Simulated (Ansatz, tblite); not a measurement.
# C₁₀H₂₁CuS: which spin state is lowest

Aim: set other spin states of C₁₀H₂₁CuS against its singlet, on many levels of theory.

The runs use Ansatz 0.2.0, Gaussian basis; as each input shows.

The runs, in order: triplet, at the geometry of the singlet (GFN1-xTB, PBE0-D4/def2-SVP, PBE-D4/def2-SVP); the singlet's energies come from earlier runs.

4 further runs of the same task are left out: 4 that didn't finish.

### 1 The geometry

The geometry is that of the singlet, from an earlier relaxation (r2SCAN-D4/def2-SVP).

33 atoms, charge 0, spin multiplicity 1.

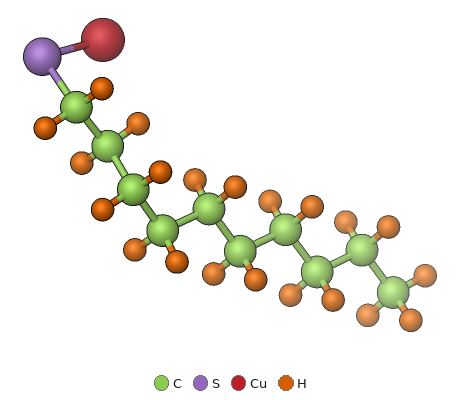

The structure; carbon green, sulfur purple, copper red, hydrogen orange.

No spin-orbit coupling is included.

### 2 Triplet at the fixed geometry, GFN1-xTB

Tight binding, by tblite at 300 K electronic temperature and without a spin-polarisation term:

```python
tblite.interface.Calculator('GFN1-xTB', numbers, positions, charge=0, uhf=2).singlepoint()
```

Energy -1103.8077 eV; 0.056 s.

### 3 Triplet at the fixed geometry, PBE0-D4/def2-SVP

File in.yaml:

```yaml
crystal:
  periodic: [false, false, false]
  atoms:
    - {symbol: C, position_ang: [-5.548865, -0.090550, 1.370142]}
    - {symbol: C, position_ang: [-4.051607, -0.211492, 1.629082]}
    - {symbol: C, position_ang: [-3.195468, 0.225279, 0.442521]}
    - {symbol: C, position_ang: [-1.694992, 0.104543, 0.692631]}
    - {symbol: C, position_ang: [-0.836818, 0.523215, -0.497819]}
    - {symbol: C, position_ang: [0.663229, 0.404344, -0.241571]}
    - {symbol: C, position_ang: [1.516524, 0.783059, -1.450804]}
    - {symbol: C, position_ang: [3.023942, 0.786782, -1.189807]}
    - {symbol: C, position_ang: [3.595712, -0.575452, -0.799633]}
    - {symbol: C, position_ang: [5.107804, -0.569560, -0.609063]}
    - {symbol: S, position_ang: [5.830200, -2.216182, -0.230810]}
    - {symbol: Cu, position_ang: [4.366060, -2.878287, 1.133571]}
    - {symbol: H, position_ang: [-6.141125, -0.413688, 2.240524]}
    - {symbol: H, position_ang: [-5.831023, 0.950857, 1.142707]}
    - {symbol: H, position_ang: [-5.855269, -0.708775, 0.510007]}
    - {symbol: H, position_ang: [-3.776293, 0.390590, 2.514947]}
    - {symbol: H, position_ang: [-3.801625, -1.257032, 1.889034]}
    - {symbol: H, position_ang: [-3.468025, -0.376323, -0.445865]}
    - {symbol: H, position_ang: [-3.440333, 1.272422, 0.180130]}
    - {symbol: H, position_ang: [-1.420675, 0.714746, 1.574526]}
    - {symbol: H, position_ang: [-1.453977, -0.940871, 0.966020]}
    - {symbol: H, position_ang: [-1.079245, 1.566311, -0.777068]}
    - {symbol: H, position_ang: [-1.106564, -0.091785, -1.377625]}
    - {symbol: H, position_ang: [0.890325, -0.631986, 0.070440]}
    - {symbol: H, position_ang: [0.940721, 1.045551, 0.617793]}
    - {symbol: H, position_ang: [1.211233, 1.785866, -1.801582]}
    - {symbol: H, position_ang: [1.291921, 0.090832, -2.284561]}
    - {symbol: H, position_ang: [3.257357, 1.522513, -0.396644]}
    - {symbol: H, position_ang: [3.545359, 1.143329, -2.096757]}
    - {symbol: H, position_ang: [3.138168, -0.926370, 0.150621]}
    - {symbol: H, position_ang: [3.331183, -1.335814, -1.557452]}
    - {symbol: H, position_ang: [5.600110, -0.240117, -1.541977]}
    - {symbol: H, position_ang: [5.392027, 0.154033, 0.174349]}
basis:
  gaussian: {orbitals: def2-SVP}
magnetization: {spin_polarized: true, initial_magnetization: 2}
hamiltonian: {xc: pbe0, dispersion: d4}
scf: {omitted_lower_state_checks: [starts]}
output: {orbitals: {seedname: orbitals}}
```

Command:

```sh
$ ansatz run in.yaml --threads 4 --pin off --events-out ev --progress --plain --max-ram 6963MiB
```

What it wrote:

```text
Functional definition: PBE0
  name "PBE0"
  cite "Adamo & Barone, J. Chem. Phys. 110, 6158 (1999) doi:10.1063/1.478522"
  cite "Perdew, Burke & Ernzerhof, Phys. Rev. Lett. 77, 3865 (1996) doi:10.1103/PhysRevLett.77.3865"
  parent pbe
  parameter a = 0.25
  parameter kappa = 0.804
  parameter beta = 0.06672455060314922
  exchange = (1 - a)*pbe_x(kappa = kappa, mu = beta*pi^2/3) + a*exact_x
  correlation = pbe_c(beta = beta)
these checks for a lower state are left out or cut short: starts
3070 factors; integrals over basis functions are off by at most 1.2e-3 eV
mean field evaluation 1: about -66126.7485 eV, gradient 6.4e1 eV
mean field evaluation 2: about -66024.7794 eV, gradient 2.0e2 eV
mean field evaluation 4: about -66145.1548 eV, gradient 2.3e1 eV
mean field evaluation 8: about -66146.6596 eV, gradient 4.4e-1 eV
mean field evaluation 16: about -66147.3374 eV, gradient 8.0e-3 eV
mean field evaluation 32: about -66147.3374 eV, gradient 3.0e-4 eV
mean field -66147.33737794 eV, -2430.8698123638 hartree, gradient 9.9e-6 eV, S^2 2.007269; 0 other end points of the search recorded, 0 dependent functions left out
reference -66147.33743814 eV, -2430.8698145761 hartree; 64, 62 occupied and 230, 232 virtual orbitals, 3070 factors
Total energy: -66148.04197457 eV, -2430.8957058123 hartree
Checks for a lower state left out: starts
```

Run time: 1.8 min. Hardware: 4 threads of Arm Neoverse N1, shared host; peak memory 2.2 GiB.

From the report: HOMO -4.05 eV, LUMO -4.22 eV (over both spins; with the spin held, an empty level of the minority spin lies below the top filled one); ⟨S²⟩ 2.007 (pure: 2.00).

### 4 Triplet at the fixed geometry, PBE-D4/def2-SVP

start.molden holds the orbitals of an earlier run on this state, given as this run's starting guess.

Edit in.yaml of step 3 so:

```diff
@@ -37,5 +37,5 @@
 basis:
-  gaussian: {orbitals: def2-SVP}
+  gaussian: {orbitals: def2-SVP, initial_orbitals: start.molden}
 magnetization: {spin_polarized: true, initial_magnetization: 2}
-hamiltonian: {xc: pbe0, dispersion: d4}
+hamiltonian: {xc: pbe, dispersion: d4}
 scf: {omitted_lower_state_checks: [starts]}
```

Same command.

What it wrote:

```text
Functional definition: PBE
  name "PBE"
  cite "Perdew, Burke & Ernzerhof, Phys. Rev. Lett. 77, 3865 (1996) doi:10.1103/PhysRevLett.77.3865"
  parent pbe
  parameter kappa = 0.804
  parameter beta = 0.06672455060314922
  exchange = pbe_x(kappa = kappa, mu = beta*pi^2/3)
  correlation = pbe_c(beta = beta)
these checks for a lower state are left out or cut short: starts
3387 factors; their error is unknown
mean field evaluation 1: about -66144.1093 eV, gradient 6.9e0 eV
mean field evaluation 2: about -66144.3054 eV, gradient 2.1e-1 eV
mean field evaluation 4: about -66144.1070 eV, gradient 4.8e-3 eV
mean field evaluation 8: about -66144.1070 eV, gradient 6.7e-6 eV
mean field -66144.10703630 eV, -2430.7510994981 hartree, gradient 6.7e-6 eV, S^2 2.002965; 0 other end points of the search recorded, 0 dependent functions left out
reference -66144.10711405 eV, -2430.7511023553 hartree; 64, 62 occupied and 230, 232 virtual orbitals, 3387 factors
Total energy: -66144.93375340 eV, -2430.7814807912 hartree
Checks for a lower state left out: starts
```

It took 25 s on 4 threads of Arm Neoverse N1, shared host; peak memory 0.71 GiB.

Report: HOMO -3.22 eV, LUMO -5.22 eV (over both spins; with the spin held, an empty level of the minority spin lies below the top filled one); ⟨S²⟩ 2.003 (pure: 2.00).

### 5 Triplet less singlet, vertical

The singlet's energies are those of its earlier runs, whose logs aren't repeated here.

| level | triplet less singlet, vertical (kcal/mol) | time |
| --- | --- | --- |
| GFN1-xTB | +76.9 | 0.1 s |
| PBE-D4/def2-SVP | +38.1 | 37 s |
| PBE0-D4/def2-SVP | +43.7 | 2.5 min |

Times add the two runs; a level without a time comes out of a correlated run. Tight binding without a spin term can't rank spin states.

### 6 Results

```
                                               quantity                                       value
triplet less singlet, vertical, functionals in def2-SVP  +38.1 (PBE-D4) to +43.7 kcal/mol (PBE0-D4)
```

What this shows: All functionals put the triplet above the singlet, over a spread of 5.5 kcal/mol. The checks for a lower triplet were left out, so another state of that spin may lie lower. The singlet here is a closed shell; an open-shell singlet can lie lower. These are electronic energies, without zero-point motion, entropy or surroundings.
